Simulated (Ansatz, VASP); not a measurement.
# TiGe: VASP beside Ansatz, part 2 of 2

Wanted: the spread between two codes on one cell, functional and k mesh. The cell is invented: As first built, before any earlier steps moved the atoms: it takes the ZrC structure with all of its atoms replaced by other elements, volume scaled by an estimate. It may not be a known or stable phase. The cell comes out of the VASP series on this material, whose earlier steps may have relaxed, scaled or displaced it; both programs get it as it stands.

VASP 6.6.1 and Ansatz 0.2.0.

So far: The starting structure; Ansatz: band structure, HSE06.

### 3. VASP: band structure, HSE06

Level of this step: HSE06; plane waves and PAW (Ge_d, Ti_sv); invented cell (VASP).

The same cell, functional, mesh and smearing now go to VASP, with its own data sets and cutoff.

Lines of VASP's logs that name or quote its potential files are left out, and so is its time.

File INCAR:

```
SYSTEM = TiGe
PREC = Accurate
ENCUT = 410
EDIFF = 1E-06
NELM = 100
ISMEAR = 0
SIGMA = 0.02
LREAL = .FALSE.
ALGO = Normal
LHFCALC = .TRUE.
AEXX = 0.25
GGA = PE
HFSCREEN = 0.2
LASPH = .TRUE.
PRECFOCK = Fast
LORBIT = 11
LWAVE = .FALSE.
LCHARG = .FALSE.
KPAR = 4
```

File POSCAR:

```
TiGe
1.0
    0.0000000000      2.5938850660      2.5938850660
    2.5938850660      0.0000000000      2.5938850660
    2.5938850660      2.5938850660      0.0000000000
Ge Ti
1 1
Direct
    0.0000000000      0.0000000000      0.0000000000
    0.5000000000      0.5000000000      0.5000000000
```

File KPOINTS:

```
Automatic mesh
0
Gamma
5 5 5
0 0 0
```

File KPOINTS_OPT:

```
Line mode
6
Line-mode
Reciprocal
  0.00000000   0.00000000   0.00000000 GAMMA
  0.50000000   0.00000000   0.50000000 X

  0.50000000   0.00000000   0.50000000 X
  0.50000000   0.25000000   0.75000000 W

  0.50000000   0.25000000   0.75000000 W
  0.37500000   0.37500000   0.75000000 K

  0.37500000   0.37500000   0.75000000 K
  0.00000000   0.00000000   0.00000000 GAMMA

  0.00000000   0.00000000   0.00000000 GAMMA
  0.50000000   0.50000000   0.50000000 L

  0.50000000   0.50000000   0.50000000 L
  0.62500000   0.25000000   0.62500000 U

  0.62500000   0.25000000   0.62500000 U
  0.50000000   0.25000000   0.75000000 W

  0.50000000   0.25000000   0.75000000 W
  0.50000000   0.50000000   0.50000000 L

  0.50000000   0.50000000   0.50000000 L
  0.37500000   0.37500000   0.75000000 K

  0.62500000   0.25000000   0.62500000 U
  0.50000000   0.00000000   0.50000000 X
```

The projector-augmented-wave data sets are Ge_d and Ti_sv (PBE family, release 64).

Launch:

```
$ mpirun -np 4 vasp_std
```

Numbers of over 12 decimals in the logs are rounded to 6 here.

The log of the run:

```text
[banner, memory and clock lines left out]
running    4 mpi-ranks, on    1 nodes
 distrk:  each k-point on    1 cores,    4 groups
 distr:  one band on    1 cores,    1 groups

 POSCAR found type information on POSCAR GeTi
 POSCAR found :  2 types and       2 ions
 LDA part: xc-table for (Slater+PW92), standard interpolation
 found WAVECAR, reading the header
 POSCAR, INCAR and KPOINTS ok, starting setup
 FFT: planning ... GRIDC
 FFT: planning ... GRID_SOFT
 FFT: planning ... GRID
 reading WAVECAR
 the WAVECAR file was read successfully
 initial charge from wavefunction
 entering main loop
       N       E                     dE             d eps       ncg     rms          rms(c)
DAV:   1    -0.159637525093E+02   -0.15964E+02   -0.18132E+00   403   0.154E+01    0.238E+00
DAV:   2    -0.158478476000E+02    0.11590E+00   -0.50756E-01   395   0.926E+00    0.609E-01
DAV:   3    -0.158765343070E+02   -0.28687E-01   -0.10869E-01   443   0.209E+00    0.796E-01
DAV:   4    -0.158682473139E+02    0.82870E-02   -0.45227E-02   363   0.259E+00    0.360E-01
DAV:   5    -0.158705294108E+02   -0.22821E-02   -0.10252E-02   451   0.578E-01    0.288E-01
DAV:   6    -0.158700489738E+02    0.48044E-03   -0.43065E-03   354   0.878E-01    0.110E-01
DAV:   7    -0.158710248750E+02   -0.97590E-03   -0.19968E-03   478   0.290E-01    0.105E-01
DAV:   8    -0.158719180441E+02   -0.89317E-03   -0.81743E-04   391   0.258E-01    0.579E-02
DAV:   9    -0.158718175819E+02    0.10046E-03   -0.27733E-04   497   0.128E-01    0.322E-02
DAV:  10    -0.158717406363E+02    0.76946E-04   -0.12453E-04   438   0.559E-02    0.170E-02
DAV:  11    -0.158716757545E+02    0.64882E-04   -0.14102E-04   412   0.349E-02    0.111E-02
DAV:  12    -0.158716176962E+02    0.58058E-04   -0.14567E-04   322   0.181E-02    0.115E-02
DAV:  13    -0.158715679529E+02    0.49743E-04   -0.15272E-04   335   0.214E-02    0.138E-02
DAV:  14    -0.158715265010E+02    0.41452E-04   -0.15304E-04   325   0.273E-02    0.159E-02
[...]
DAV:  27    -0.158712033031E+02    0.30518E-04   -0.10747E-05   293   0.138E-02    0.846E-03
DAV:  28    -0.158711786042E+02    0.24699E-04   -0.64386E-06   283   0.108E-02    0.679E-03
DAV:  29    -0.158711602570E+02    0.18347E-04   -0.36802E-06   242   0.853E-03    0.530E-03
DAV:  30    -0.158711476776E+02    0.12579E-04   -0.20483E-06   226   0.669E-03    0.404E-03
DAV:  31    -0.158711395412E+02    0.81364E-05   -0.11134E-06   225   0.538E-03    0.304E-03
DAV:  32    -0.158711347821E+02    0.47591E-05   -0.58797E-07   225   0.424E-03    0.225E-03
DAV:  33    -0.158711323293E+02    0.24527E-05   -0.29874E-07   209   0.324E-03    0.166E-03
DAV:  34    -0.158711313494E+02    0.97990E-06   -0.15320E-07   210   0.252E-03
   1 F= -.15871131E+02 E0= -.15870807E+02  d E =-.648208E-03
 Start KPOINTS_OPT (optional k-point list driver)
k-point batch [1-10\60]
       N       E                     dE             ncg
DAV:   1    -0.208227971953E+04   -0.83823E+04      343
DAV:   2    -0.418803153751E+04   -0.21058E+04      349
DAV:   3    -0.444294515099E+04   -0.25491E+03      530
DAV:   4    -0.446313474762E+04   -0.20190E+02      432
DAV:   5    -0.446520190969E+04   -0.20672E+01      514
DAV:   6    -0.446538027327E+04   -0.17836E+00      418
DAV:   7    -0.446540078153E+04   -0.20508E-01      507
DAV:   8    -0.446540348228E+04   -0.27007E-02      436
DAV:   9    -0.446540385684E+04   -0.37456E-03      348
DAV:  10    -0.446540391062E+04   -0.53783E-04      355
DAV:  11    -0.446540391858E+04   -0.79587E-05      354
DAV:  12    -0.446540391979E+04   -0.12099E-05      356
DAV:  13    -0.446540391998E+04   -0.18765E-06      355
[...]
k-point batch [51-60\60]
       N       E                     dE             ncg
DAV:   1    -0.227836790111E+04   -0.11366E+05      374
DAV:   2    -0.426212678171E+04   -0.19838E+04      356
DAV:   3    -0.449696265324E+04   -0.23484E+03      502
DAV:   4    -0.451627273538E+04   -0.19310E+02      473
DAV:   5    -0.451785466161E+04   -0.15819E+01      509
DAV:   6    -0.451795874395E+04   -0.10408E+00      444
DAV:   7    -0.451796989273E+04   -0.11149E-01      508
DAV:   8    -0.451797137165E+04   -0.14789E-02      437
DAV:   9    -0.451797158304E+04   -0.21139E-03      357
DAV:  10    -0.451797161396E+04   -0.30915E-04      356
DAV:  11    -0.451797161857E+04   -0.46138E-05      342
DAV:  12    -0.451797161928E+04   -0.70548E-06      340
```

OUTCAR, selected parts (step 3):

```text
ion  position               nearest neighbor table
   1  0.000  0.000  0.000-   2 2.59   2 2.59   2 2.59   2 2.59   2 2.59   2 2.59
   2  0.500  0.500  0.500-   1 2.59   1 2.59   1 2.59   1 2.59   1 2.59   1 2.59

  LATTYP: Found a face centered cubic cell.
 ALAT       =     5.1877701320

 Subroutine GETGRP returns: Found 48 space group operations
 (whereof 48 operations were pure point group operations)

The static configuration has the point symmetry O_h .

 Found     10 irreducible k-points:

   k-points           NKPTS =     10   k-points in BZ     NKDIM =    125   number of bands    NBANDS=     17

   dimension x,y,z NGX =    24 NGY =   24 NGZ =   24
   dimension x,y,z NGXF=    48 NGYF=   48 NGZF=   48

   ENCUT  =  410.0 eV  30.13 Ry    5.49 a.u.   6.06  6.06  6.06*2*pi/ulx,y,z

   NELECT =      26.0000    total number of electrons

 k-points in reciprocal lattice and weights: Automatic mesh
   0.00000000  0.00000000  0.00000000       0.008
   0.20000000  0.00000000  0.00000000       0.064
   0.40000000  0.00000000  0.00000000       0.064
   0.20000000  0.20000000  0.00000000       0.048
   0.40000000  0.20000000  0.00000000       0.192
  -0.40000000  0.20000000  0.00000000       0.192
  -0.20000000  0.20000000  0.00000000       0.096
   0.40000000  0.40000000  0.00000000       0.048
  -0.40000000  0.40000000  0.00000000       0.096
  -0.40000000  0.40000000  0.20000000       0.192

  exchange ACFDT corr.  =         0.00000000  see jH, gK, PRB 81, 115126

 average (electrostatic) potential at core
       1 -63.5941       2 -68.3950

 E-fermi :   7.6611

 k-point     1 :       0.0000    0.0000    0.0000
  band No.  band energies     occupation
    ...
      6     -19.5022      2.00000
      7     -19.4764      2.00000
      8     -19.4754      2.00000
      9     -19.4735      2.00000
     10      -4.6105      2.00000
     11       8.0680      0.00000
     12       8.0730      0.00000
     13       8.0976      0.00000
     14       8.1231      0.00000
     15       8.2308      0.00000
    ...

 k-point     2 :       0.2000    0.0000    0.0000
  band No.  band energies     occupation
    ...
      9     -19.4696      2.00000
     10      -3.8870      2.00000
     11       6.1313      2.00000
     12       6.7248      2.00000
     13       6.7362      2.00000
     14       8.6017      0.00000
     15       8.6389      0.00000
     16      10.4012      0.00000
     17      12.9396      0.00000

 k-point     3 :       0.4000    0.0000    0.0000
  band No.  band energies     occupation
    ...
      9     -19.4620      2.00000
     10      -2.0329      2.00000
     11       2.5922      2.00000
     12       5.4897      2.00000
     13       5.4973      2.00000
     14       9.5824      0.00000
     15       9.6045      0.00000
     16      10.4775      0.00000
     17      14.0807      0.00000

  energy-cutoff  :      410.00
  volume of cell :       34.90
      direct lattice vectors                 reciprocal lattice vectors
     0.000000000  2.593885066  2.593885066    -0.192761047  0.192761047  0.192761047
     2.593885066  0.000000000  2.593885066     0.192761047 -0.192761047  0.192761047
     2.593885066  2.593885066  0.000000000     0.192761047  0.192761047 -0.192761047

 POSITION                                       TOTAL-FORCE (eV/Angst)
 -----------------------------------------------------------------------------------
      0.00000      0.00000      0.00000        -0.000000     -0.000000     -0.000000
      2.59389      2.59389      2.59389         0.000000      0.000000      0.000000
 -----------------------------------------------------------------------------------
    total drift:                               -0.000000      0.000001      0.000001

  FREE ENERGIE OF THE ION-ELECTRON SYSTEM (eV)
  ---------------------------------------------------
  free  energy   TOTEN  =       -15.8711313494 eV

  energy  without entropy=      -15.8704831414  energy(sigma->0) =      -15.87080725

 total charge
# of ion       s       p       d       tot
------------------------------------------
    1        1.152   1.415  10.007  12.573
    2        2.156   6.127   1.866  10.149
--------------------------------------------------
tot          3.307   7.542  11.872  22.722

[... 3 further parts left out ...]
```

### 4. Comparison

Known differences besides the PAW data sets themselves: exact exchange at q = 0 is treated differently, which shows on coarse meshes; VASP keeps PBE cores, Ansatz makes them for the functional; the cutoff is 420 eV in Ansatz and 410 eV in VASP; VASP takes a coarser grid for exact exchange (PRECFOCK = Fast). Total energies have different zeros and are not compared.

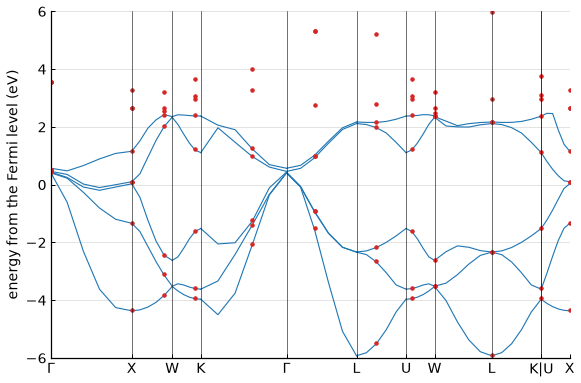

Bands from VASP (lines) and levels from Ansatz (dots). Dots without a line are higher empty bands that the VASP plot leaves out.

Levels from 3 eV below to 2 eV above the Fermi level differ by 29 meV r.m.s. and 62 meV at most; each VASP level is matched to the nearest of Ansatz, which flatters the figure a little.

### 5. Summary of results

```json
{
 "r.m.s. difference of levels near the Fermi level (band structure, HSE06)": "29 meV"
}
```

The r.m.s. difference of levels near the Fermi level is 29 meV (band structure, HSE06), within the 80 meV picked in this series as the mark of a large difference. Differences of this kind measure data sets and numerical settings, not the functional's error against experiment.

[Lines on the potential files, build, host, timing and source positions are cut from VASP's logs without a mark.]

[Logs are printed without paths, hosts, clocks, repeated set-up lines and the standing remarks that a program may print on its own settings, such as how far it seeks lower states.]

[Hosts, paths, dates, database ids (printed as entryN), source tags and the programs' standing remarks are cut or masked in the printed files.]
